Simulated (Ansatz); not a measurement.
**PH (SMILES [PH]): U-wB97X/cc-pVDZ**

Aim: the electronic atomisation energy of PH at U-wB97X/cc-pVDZ, from 3 runs. 

The calculation is run with Ansatz 0.2.0.

## Step 1: The molecule

The species is PH (2 atoms), meant as a triplet with charge 0. SMILES: `[PH]`. Geometry: relaxed at PBE0-D4/def2-TZVP.

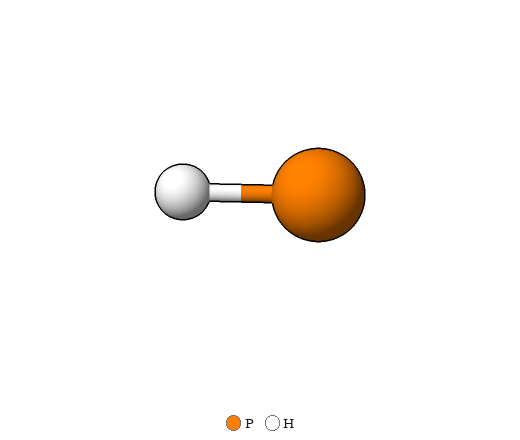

The structure, seen from a chosen angle (phosphorus orange, hydrogen white).

## Step 2: The energy at U-wB97X/cc-pVDZ

Contents of molecule.yaml:

```yaml
crystal:
  periodic: [false, false, false]
  atoms:
    - symbol: P
      position_ang: [-0.000000, -0.000000, -0.014610]
    - symbol: H
      position_ang: [0.000000, 0.000000, 1.413680]
basis:
  gaussian:
    orbitals: cc-pVDZ
magnetization:
  spin_polarized: true
  initial_magnetization: 2
hamiltonian:
  xc: {name: wB97X}
accuracy: high
```

The run is started by

```
$ ansatz run molecule.yaml --threads 1 --pin off --max-ram 3480MiB --events-out events.jsonl --progress --plain --runs-dir runs
```

The program printed:

```text
Warning: RAYON_NUM_THREADS=1 ignored (pool sized by the plan → 1); use --threads N
Functional definition: wB97X
  name "wB97X"
  parameter omega = 0.3/bohr
  parameter cx = 0.157706
  parameter cx1 = 0.726479
  parameter cx2 = 1.04760
  parameter cx3 = -5.70635
  parameter cx4 = 13.2794
  parameter css1 = -4.33879
  parameter css2 = 18.2308
  parameter css3 = -31.7430
  parameter css4 = 17.2901
  parameter cos1 = 2.37031
  parameter cos2 = -11.3995
  parameter cos3 = 6.58405
  parameter cos4 = -3.78132
  exchange = spin_sum(e_x_unif_sr(omega)*poly(b97_u_x, 1 - cx, cx1, cx2, cx3, cx4)) + cx*exact_x_sr(omega)
      + exact_x_lr(omega)
  correlation = spin_sum(e_c_pw_same_spin*poly(b97_u_same, 1, css1, css2, css3, css4))
      + integral(e_c_pw_opposite_spin*poly(b97_u_opposite, 1, cos1, cos2, cos3, cos4))
413 factors; integrals over basis functions are off by at most 3.6e-9 eV
130 factors; integrals over basis functions are off by at most 1.9e-9 eV
mean field evaluation 1: about -9302.5939 eV, gradient 3.1e0 eV
mean field evaluation 2: about -9302.6848 eV, gradient 9.0e-1 eV
mean field evaluation 4: about -9302.6964 eV, gradient 2.5e-1 eV
mean field evaluation 8: about -9302.6973 eV, gradient 5.8e-3 eV
mean field evaluation 16: about -9302.6973 eV, gradient 9.8e-8 eV
mean field -9302.69727259 eV, -341.8678191729 hartree, gradient 9.9e-8 eV, S^2 2.006497; 0 other end points of the search recorded, 0 dependent functions left out
reference -9302.69727167 eV, -341.8678191390 hartree; 9, 7 occupied and 14, 16 virtual orbitals, 413 factors
Total energy: -9302.69727167 eV, -341.8678191390 hartree
```

Run time: 3.3 s. Hardware: 1 thread of Arm Neoverse V2, shared host; peak memory 0.22 GiB.

## Step 3: The H atom, same level

Contents of input.yaml:

```yaml
basis:
  gaussian: {orbitals: cc-pVDZ}
crystal:
  periodic: [false, false, false]
  atoms:
    - symbol: H
      position_ang: [0.000000, 0.000000, 0.000000]
magnetization: {spin_polarized: true, initial_magnetization: 1}
hamiltonian: {xc: {name: wB97X}}
accuracy: high
```

Run the same way, it converges to -0.50060 Eh (log not shown).

## Step 4: The P atom

Contents of input.yaml:

```yaml
crystal:
  periodic: [false, false, false]
  atoms:
    - symbol: P
      position_ang: [0.000000, 0.000000, 0.000000]
basis:
  gaussian:
    orbitals: cc-pVDZ
magnetization:
  spin_polarized: true
  initial_magnetization: 3
hamiltonian:
  xc: {name: wB97X}
accuracy: high
```

Run the same way, it converges to -341.25043 Eh (log not shown).

## Step 5: What came out

At U-wB97X/cc-pVDZ:

| quantity | value |
| --- | --- |
| molecule: total energy | -341.86782 Eh |
| molecule: ⟨S²⟩ | 2.006 |
| H atom: total energy | -0.50060 Eh |
| H atom: ⟨S²⟩ | 0.750 |
| P atom: total energy | -341.25043 Eh |
| P atom: ⟨S²⟩ | 3.751 |
| electronic atomisation energy | 3.178 eV |

Taking the molecule apart into free atoms costs 3.18 eV (307 kJ/mol), before zero-point energy and without spin-orbit coupling.
